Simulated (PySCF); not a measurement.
# Geometry relaxation of BSiNH4O (part 1 of 3)

System: BSiNH4O.
Method: HF/pc-0, RHF, dispersion D3(0) (PySCF 2.14.0).

The geometry: force field. Figures and captions count atoms from 1; the log counts them from 0 in places.

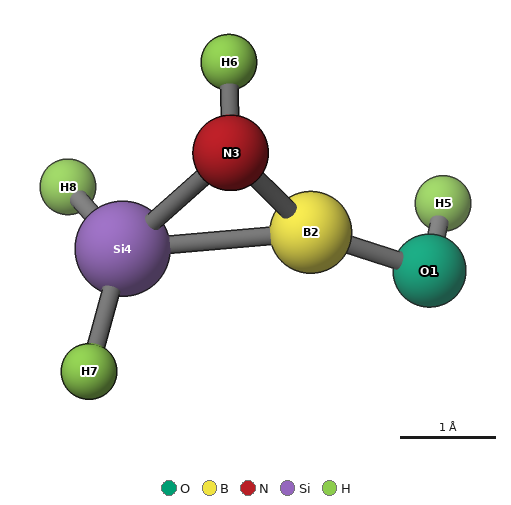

Figure 1. The input geometry (ball-and-stick view, seen at a tilt; atoms are numbered from 1 in the order of the input).

The input (job.py)
```python
from pyscf import gto
from pyscf.geomopt.geometric_solver import kernel as optimise

mol = gto.Mole()
mol.atom = '''
O    0.732300   1.776700   0.925700
B    0.002000   0.616100   0.440600
N   -1.281600  -0.102800  -0.078800
Si   0.079300  -1.293700  -0.104900
H    1.008900   2.256400   0.071100
H   -1.404900   0.242000  -1.044600
H    0.176200  -2.130500   1.109000
H    0.780000  -1.421400  -1.373900
'''
mol.spin = 0
mol.basis = 'pc-0'
mol.verbose = 3
mol.charge = 0
mol.max_memory = 1860
mol.build()

hf = mol.RHF()
hf = hf.density_fit(auxbasis='cc-pvdz-jkfit')
hf.disp = 'd3zero'
converged, mol_eq = optimise(hf, maxsteps=100)
print('converged:', converged)
print(mol_eq.tostring())

hf.reset(mol_eq)
mol = mol_eq
hf.kernel()
e_final = hf.e_tot
print('E = %.10f Eh' % e_final)
```

Run on 1 thread of Arm Neoverse V1, 24 GiB of memory available, shared host.

Command:
```bash
OMP_NUM_THREADS=1 python job.py
```

Log
```
#|     Arguments passed to driver run_optimizer():      |#
customengine              <pyscf.geomopt.geometric_solver.PySCFEngine object>
maxiter                   100
----------------------------------------------------------
Custom engine selected.
Bonds will be generated from interatomic distances less than 1.20 times sum of covalent radii
24 internal coordinates being used (instead of 24 Cartesians)
Internal coordinate system (atoms numbered from 1):
Distance 1-2
Distance 1-5
Distance 2-3
Distance 2-4
Distance 3-4
Distance 3-6
Distance 4-7
Distance 4-8
Angle 2-1-5
Angle 1-2-3
Angle 3-2-4
Angle 2-3-4
Angle 2-3-6
Angle 4-3-6
Angle 2-4-3
Angle 2-4-7
Angle 2-4-8
Angle 3-4-8
Angle 7-4-8
Out-of-Plane 2-1-4-3
Out-of-Plane 4-3-7-8
Dihedral 5-1-2-3
Dihedral 5-1-2-4
Dihedral 1-2-3-4
Dihedral 1-2-3-6
Dihedral 4-2-3-6
Dihedral 1-2-4-3
Dihedral 1-2-4-7
Dihedral 1-2-4-8
Dihedral 3-2-4-7
Dihedral 3-2-4-8
Dihedral 2-3-4-7
Dihedral 2-3-4-8
Dihedral 6-3-4-2
Dihedral 6-3-4-7
Dihedral 6-3-4-8
Translation-X 1-8
Translation-Y 1-8
Translation-Z 1-8
Rotation-A 1-8
Rotation-B 1-8
Rotation-C 1-8
<class 'geometric.internal.Distance'> : 8
<class 'geometric.internal.Angle'> : 11
<class 'geometric.internal.OutOfPlane'> : 2
<class 'geometric.internal.Dihedral'> : 15
<class 'geometric.internal.TranslationX'> : 1
<class 'geometric.internal.TranslationY'> : 1
<class 'geometric.internal.TranslationZ'> : 1
<class 'geometric.internal.RotationA'> : 1
<class 'geometric.internal.RotationB'> : 1
<class 'geometric.internal.RotationC'> : 1
> ===== Optimization Info: ====
> Job type: Energy minimization
> Maximum number of optimization cycles: 100
> Initial / maximum trust radius (Angstrom): 0.100 / 0.300
> Convergence Criteria:
> Will converge when all 5 criteria are reached:
>  |Delta-E| < 1.00e-06
>  RMS-Grad  < 3.00e-04
>  Max-Grad  < 4.50e-04
>  RMS-Disp  < 1.20e-03
>  Max-Disp  < 1.80e-03
> === End Optimization Info ===

Geometry optimization cycle 1
Cartesian coordinates (Angstrom)
 Atom        New coordinates             dX        dY        dZ
   O   0.732300   1.776700   0.925700    0.000000  0.000000 -0.000000
   B   0.002000   0.616100   0.440600    0.000000  0.000000  0.000000
   N  -1.281600  -0.102800  -0.078800    0.000000  0.000000  0.000000
  Si   0.079300  -1.293700  -0.104900    0.000000  0.000000  0.000000
   H   1.008900   2.256400   0.071100    0.000000  0.000000  0.000000
   H  -1.404900   0.242000  -1.044600    0.000000  0.000000  0.000000
   H   0.176200  -2.130500   1.109000    0.000000  0.000000  0.000000
   H   0.780000  -1.421400  -1.373900   -0.000000  0.000000  0.000000

WARN: Mole.unit (angstrom) is changed to Bohr

converged SCF energy = -444.562059010149
--------------- DFRHF_Scanner gradients ---------------
         x                y                z
0 O     0.0362138502     0.0108015044     0.0711167423
1 B    -0.0028212391     0.0295599196    -0.0291800599
2 N    -0.0437466430    -0.0659811305     0.0211053336
3 Si    -0.0357541653    -0.0036036668    -0.0358427056
4 H    -0.0009387743    -0.0011631608    -0.0389527702
5 H     0.0385116340     0.0008748785    -0.0088288081
6 H     0.0068166962     0.0153538408     0.0114380770
7 H     0.0017186412     0.0141578149     0.0091441908
----------------------------------------------
cycle 1: E = -444.56205901  dE = -444.562  norm(grad) = 0.145908
Step    0 : Gradient = 5.159e-02/8.193e-02 (rms/max) Energy = -444.5620590101
Hessian Eigenvalues: 2.30000e-02 2.48035e-02 2.97707e-02 ... 3.76578e-01 4.23437e-01 4.46084e-01

Geometry optimization cycle 2
Cartesian coordinates (Angstrom)
 Atom        New coordinates             dX        dY        dZ
   O   0.654748   1.809401   0.876820   -0.077552  0.032701 -0.048880
   B   0.081751   0.592113   0.425276    0.079751 -0.023987 -0.015324
   N  -1.201295  -0.039088  -0.071308    0.080305  0.063712  0.007492
  Si   0.107933  -1.333820  -0.093485    0.028633 -0.040120  0.011415
   H   0.946970   2.369911   0.114044   -0.061930  0.113511  0.042944
   H  -1.407823   0.323064  -1.012431   -0.002923  0.081064  0.032169
   H   0.145982  -2.213465   1.091001   -0.030218 -0.082965 -0.017999
   H   0.763934  -1.565315  -1.385717   -0.016066 -0.143915 -0.011817
converged SCF energy = -444.595650363975
--------------- DFRHF_Scanner gradients ---------------
         x                y                z
0 O     0.0163645420     0.0120421794     0.0459373341
1 B     0.0113561149     0.0225812090    -0.0250211422
2 N    -0.0518229135    -0.0393526746     0.0256634734
3 Si    -0.0238667724    -0.0166992483    -0.0281418607
4 H     0.0002226371    -0.0053248487    -0.0219028604
5 H     0.0352277676     0.0024603679    -0.0106994856
6 H     0.0084387018     0.0132979730     0.0101784462
7 H     0.0040799226     0.0109950424     0.0039860951
----------------------------------------------
cycle 2: E = -444.595650364  dE = -0.0335914  norm(grad) = 0.112677
Step    1 : Displace = 1.032e-01/1.453e-01 (rms/max) Trust = 1.000e-01 (=) Grad = 3.984e-02/6.995e-02 (rms/max) E (change) = -444.5956503640 (-3.359e-02) Quality = 1.134
Hessian Eigenvalues: 2.28710e-02 2.45855e-02 2.89897e-02 ... 3.69091e-01 4.23156e-01 4.46875e-01

Geometry optimization cycle 3
Cartesian coordinates (Angstrom)
 Atom        New coordinates             dX        dY        dZ
   O   0.578639   1.820297   0.789715   -0.076109  0.010896 -0.087105
   B   0.186184   0.563104   0.395551    0.104433 -0.029010 -0.029725
   N  -1.060960   0.034553  -0.078900    0.140334  0.073642 -0.007592
  Si   0.172049  -1.356846  -0.074140    0.064116 -0.023026  0.019345
   H   0.842908   2.526012   0.187995   -0.104062  0.156101  0.073951
   H  -1.438875   0.413607  -0.948763   -0.031052  0.090543  0.063668
   H   0.071572  -2.307435   1.049514   -0.074410 -0.093970 -0.041487
   H   0.740683  -1.750492  -1.376773   -0.023251 -0.185177  0.008944
converged SCF energy = -444.629029622252
--------------- DFRHF_Scanner gradients ---------------
         x                y                z
0 O    -0.0090888777     0.0018700772     0.0108688286
1 B     0.0145398040     0.0032666337    -0.0200784626
2 N    -0.0370368072     0.0018785726     0.0380080667
3 Si    -0.0107244352    -0.0164602077    -0.0203490562
4 H     0.0004275069    -0.0085442960    -0.0036713507
5 H     0.0293472047     0.0022829381    -0.0140131864
6 H     0.0082166970     0.0095631712     0.0081126618
7 H     0.0043189074     0.0061431108     0.0011224988
----------------------------------------------
cycle 3: E = -444.629029622  dE = -0.0333793  norm(grad) = 0.0766896
Step    2 : Displace = 1.420e-01/2.016e-01 (rms/max) Trust = 1.414e-01 (+) Grad = 2.711e-02/5.310e-02 (rms/max) E (change) = -444.6290296223 (-3.338e-02) Quality = 0.983
Hessian Eigenvalues: 2.28213e-02 2.38695e-02 2.86793e-02 ... 3.86936e-01 4.23082e-01 4.55934e-01

Geometry optimization cycle 4
Cartesian coordinates (Angstrom)
 Atom        New coordinates             dX        dY        dZ
   O   0.592980   1.863668   0.704856    0.014340  0.043371 -0.084859
   B   0.261264   0.585245   0.373543    0.075080  0.022142 -0.022008
   N  -0.933111   0.041562  -0.136427    0.127849  0.007009 -0.057527
  Si   0.313406  -1.339000  -0.030703    0.141357  0.017846  0.043437
   H   0.779845   2.694282   0.277280   -0.063063  0.168270  0.089285
   H  -1.564056   0.403716  -0.841041   -0.125181 -0.009891  0.107722
   H  -0.094707  -2.389175   0.926047   -0.166279 -0.081740 -0.123467
   H   0.736578  -1.917499  -1.329355   -0.004105 -0.167007  0.047418
converged SCF energy = -444.65522682686
--------------- DFRHF_Scanner gradients ---------------
         x                y                z
0 O    -0.0159328687     0.0097084733    -0.0097135767
1 B     0.0232218915    -0.0214524667    -0.0049710866
2 N    -0.0381564296     0.0157892614     0.0266497761
3 Si     0.0145974186    -0.0016611291    -0.0067749971
4 H     0.0010650148    -0.0086574584     0.0060133879
5 H     0.0159029305     0.0027171204    -0.0128933219
6 H     0.0002382809     0.0038928173     0.0017604664
7 H    -0.0009362379    -0.0003366180    -0.0000706481
----------------------------------------------
cycle 4: E = -444.655226827  dE = -0.0261972  norm(grad) = 0.0685703
Step    3 : Displace = 1.601e-01/2.206e-01 (rms/max) Trust = 2.000e-01 (+) Grad = 2.424e-02/4.915e-02 (rms/max) E (change) = -444.6552268269 (-2.620e-02) Quality = 1.284
Hessian Eigenvalues: 1.71524e-02 2.33131e-02 2.90502e-02 ... 3.84622e-01 4.23102e-01 4.57055e-01

Geometry optimization cycle 5
Cartesian coordinates (Angstrom)
 Atom        New coordinates             dX        dY        dZ
   O   0.624222   1.882446   0.672942    0.031242  0.018777 -0.031914
   B   0.213772   0.629167   0.372788   -0.047493  0.043922 -0.000755
   N  -0.904511   0.031809  -0.194305    0.028600 -0.009753 -0.057878
  Si   0.345251  -1.318488  -0.000586    0.031845  0.020512  0.030117
   H   0.821381   2.743370   0.304610    0.041536  0.049088  0.027330
   H  -1.648409   0.374369  -0.784406   -0.084353 -0.029347  0.056635
   H  -0.122220  -2.440335   0.852873   -0.027514 -0.051160 -0.073174
   H   0.762714  -1.959539  -1.279717    0.026136 -0.042040  0.049639
converged SCF energy = -444.66506314688
--------------- DFRHF_Scanner gradients ---------------
         x                y                z
0 O    -0.0101074696     0.0038060870    -0.0112488702
1 B     0.0069235267    -0.0155717211     0.0015959350
2 N    -0.0237504846     0.0082621894     0.0151976706
3 Si     0.0143124936     0.0064165466    -0.0012220791
4 H     0.0031092544    -0.0026055954     0.0045140480
5 H     0.0110074363     0.0045977931    -0.0073945864
6 H     0.0006157619    -0.0007434984    -0.0022335996
7 H    -0.0021105188    -0.0041618013     0.0007914818
----------------------------------------------
cycle 5: E = -444.665063147  dE = -0.00983632  norm(grad) = 0.0436934
Step    4 : Displace = 7.318e-02/1.050e-01 (rms/max) Trust = 2.828e-01 (+) Grad = 1.545e-02/2.938e-02 (rms/max) E (change) = -444.6650631469 (-9.836e-03) Quality = 1.324
Hessian Eigenvalues: 1.29768e-02 2.39014e-02 2.86922e-02 ... 3.81845e-01 4.23468e-01 4.52275e-01

Geometry optimization cycle 6
Cartesian coordinates (Angstrom)
 Atom        New coordinates             dX        dY        dZ
   O   0.661172   1.896789   0.673046    0.036950  0.014343  0.000103
   B   0.211974   0.660216   0.370250   -0.001798  0.031048 -0.002538
   N  -0.870743   0.018596  -0.227237    0.033768 -0.013213 -0.032932
  Si   0.348858  -1.319417   0.000323    0.003606 -0.000929  0.000909
   H   0.822017   2.771936   0.311999    0.000635  0.028566  0.007389
   H  -1.692868   0.321633  -0.733699   -0.044459 -0.052736  0.050706
   H  -0.178013  -2.444723   0.823686   -0.055792 -0.004387 -0.029187
   H   0.789804  -1.962231  -1.274167    0.027090 -0.002692  0.005550
converged SCF energy = -444.669682546057
--------------- DFRHF_Scanner gradients ---------------
         x                y                z
0 O    -0.0074294296     0.0014069805    -0.0097124137
1 B     0.0045652167    -0.0010143079     0.0075302391
2 N    -0.0128234334    -0.0054402112     0.0083114683
3 Si     0.0087263171     0.0059223857    -0.0023774647
4 H     0.0049415639     0.0001169706     0.0032127370
5 H     0.0043941772     0.0045082760    -0.0051151702
6 H    -0.0009385613    -0.0018126759    -0.0021015104
7 H    -0.0014358506    -0.0036874178     0.0002521147
----------------------------------------------
cycle 6: E = -444.669682546  dE = -0.0046194  norm(grad) = 0.0271096
Step    5 : Displace = 4.727e-02/8.363e-02 (rms/max) Trust = 3.000e-01 (+) Grad = 9.585e-03/1.622e-02 (rms/max) E (change) = -444.6696825461 (-4.619e-03) Quality = 1.420
Hessian Eigenvalues: 8.31193e-03 2.47240e-02 2.82593e-02 ... 3.82530e-01 4.24514e-01 4.53899e-01

Geometry optimization cycle 7
Cartesian coordinates (Angstrom)
 Atom        New coordinates             dX        dY        dZ
   O   0.726502   1.896346   0.688319    0.065330 -0.000443  0.015273
   B   0.235228   0.683538   0.361180    0.023254  0.023322 -0.009070
   N  -0.821374   0.046520  -0.266407    0.049369  0.027924 -0.039170
  Si   0.319400  -1.322219  -0.010851   -0.029458 -0.002802 -0.011174
   H   0.775524   2.787952   0.328619   -0.046493  0.016016  0.016620
   H  -1.719716   0.223264  -0.698094   -0.026848 -0.098369  0.035605
   H  -0.227056  -2.431330   0.823322   -0.049043  0.013392 -0.000364
   H   0.803692  -1.941271  -1.281887    0.013888  0.020960 -0.007720
converged SCF energy = -444.672401379089
--------------- DFRHF_Scanner gradients ---------------
         x                y                z
0 O    -0.0074805779    -0.0018495583    -0.0076119005
1 B    -0.0032135869     0.0063407873     0.0069584536
2 N     0.0110639350     0.0036311090     0.0080274086
3 Si    -0.0059172419     0.0017317615    -0.0054401315
4 H     0.0065114853     0.0006753510     0.0018102648
5 H    -0.0016602671    -0.0063575990    -0.0026016972
6 H     0.0000497963    -0.0024651072    -0.0005660531
7 H     0.0006464573    -0.0017067443    -0.0005763448
----------------------------------------------
cycle 7: E = -444.672401379  dE = -0.00271883  norm(grad) = 0.0242911
Step    6 : Displace = 6.011e-02/1.058e-01 (rms/max) Trust = 3.000e-01 (=) Grad = 8.588e-03/1.414e-02 (rms/max) E (change) = -444.6724013791 (-2.719e-03) Quality = 1.043
Hessian Eigenvalues: 5.69334e-03 2.29418e-02 2.93926e-02 ... 3.82793e-01 4.24767e-01 4.54344e-01

Geometry optimization cycle 8
Cartesian coordinates (Angstrom)
 Atom        New coordinates             dX        dY        dZ
   O   0.747409   1.863236   0.657069    0.020907 -0.033110 -0.031250
   B   0.256343   0.647984   0.322205    0.021115 -0.035554 -0.038975
   N  -0.792247   0.005020  -0.317742    0.029127 -0.041500 -0.051335
  Si   0.323819  -1.364291  -0.024015    0.004419 -0.042072 -0.013164
   H   0.607441   2.752886   0.310037   -0.168083 -0.035066 -0.018581
   H  -1.656643   0.447124  -0.599757    0.063073  0.223860  0.098338
   H  -0.230480  -2.416206   0.870853   -0.003424  0.015124  0.047532
   H   0.836557  -1.992953  -1.274450    0.032865 -0.051682  0.007437
converged SCF energy = -444.670470486647
--------------- DFRHF_Scanner gradients ---------------
         x                y                z
0 O    -0.0046418410    -0.0042575223    -0.0040123546
1 B    -0.0165356146     0.0206294471     0.0034332186
2 N     0.0093665183    -0.0335900547    -0.0071642569
3 Si    -0.0044622600    -0.0013149602    -0.0041920213
4 H     0.0053526046     0.0007680923    -0.0000207681
5 H     0.0091074757     0.0167039573     0.0112608210
6 H     0.0000463163     0.0000265906     0.0012880466
7 H     0.0017668007     0.0010344499    -0.0005926853
----------------------------------------------
cycle 8: E = -444.670470487  dE = 0.00193089  norm(grad) = 0.0509641
Step    7 : Displace = 1.183e-01/2.530e-01 (rms/max) Trust = 3.000e-01 (=) Grad = 1.802e-02/3.560e-02 (rms/max) E (change) = -444.6704704866 (+1.931e-03) Quality = -0.790
Hessian Eigenvalues: 8.96137e-03 1.77123e-02 2.88437e-02 ... 4.23464e-01 4.53689e-01 6.19126e-01
```
